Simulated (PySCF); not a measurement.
# F₂H₄Si₂ (SMILES F[SiH](F)[SiH3]): what the fields show

Input file:

```
{"job": {"kind": "nmr", "xc": "PBE0", "basis": "pcSseg-2"}, "charge": 0, "multiplicity": 1}
Si     0.024168    -1.079165    -0.433917
Si    -0.078418     1.089357     0.432169
F      1.195503    -1.882578     0.343146
F      0.457486    -1.017741    -1.992846
H     -1.220116    -1.887462    -0.346414
H      1.280099     1.705879     0.380828
H     -1.037383     1.905246    -0.371365
H     -0.547759     1.023630     1.849292
```

Command:

```sh
OMP_NUM_THREADS=1 python cluster_run.py task.json out
```

Geometry: PBE0-D3(BJ)/def2-SVP.

Computed with PySCF, PBE0/pcSseg-2, SCF density, gas phase, non-relativistic.

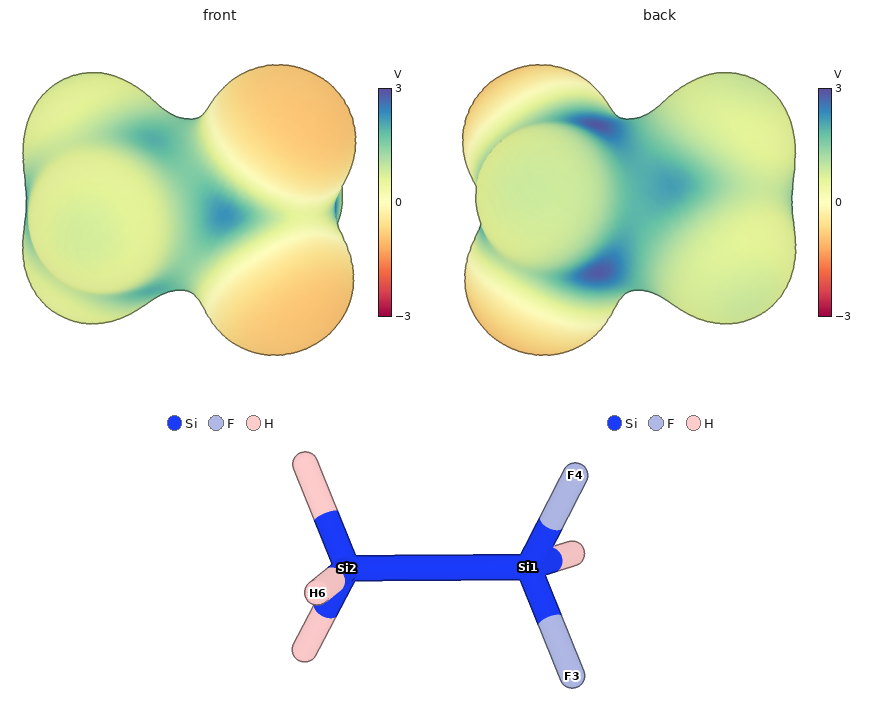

Figure 1. The molecular electrostatic potential painted on the density surface at 0.004 e/bohr³, seen from the front and from behind; red is negative and blue positive. The bare structure is drawn below in the same view.

Q: Which sites attract a positive test charge, and which a negative one?

A: A positive charge is drawn to the negative regions and a negative charge to the positive ones. The most negative region (about −0.9 V) lies over F3 and F4, the most positive (about +2.7 V) over Si1.

Q: How polar is the molecule by this calculation?

A: Its dipole moment is 1.96 D.

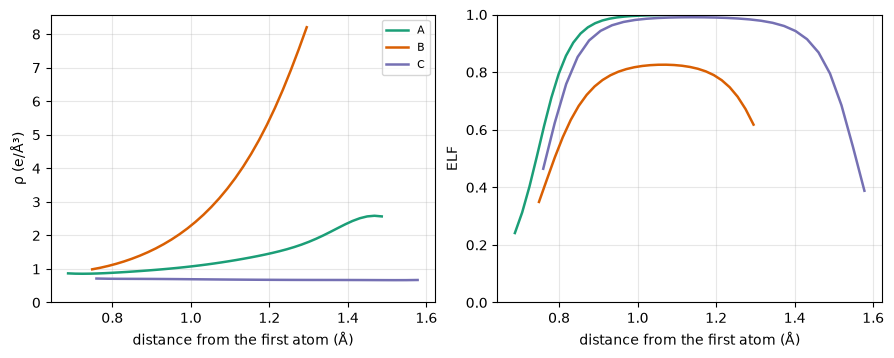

Figure 2. Total electron density and electron localisation function along straight lines between neighbouring atoms. The curves leave out the atomic cores.

Q: Which curve belongs to which contact (Si–F, Si–H and Si–Si)? The first atom named is at distance zero.

A: Curve A: Si–H (1.49 Å): the density is about 0.86 e/Å³ at the midpoint; the ELF climbs to about 1 towards the hydrogen, as it does in any bond to H. Curve B: Si–F (1.62 Å): ρ at the midpoint is about 1.2 e/Å³; the ELF peaks at about 0.85 in the valence shell of F, 0.5 Å from its nucleus, and is about 0.55 at the midpoint. Curve C: Si–Si (2.34 Å): ρ at the midpoint is about 0.68 e/Å³; the ELF peaks at about 1 between the atoms: a shared electron pair.
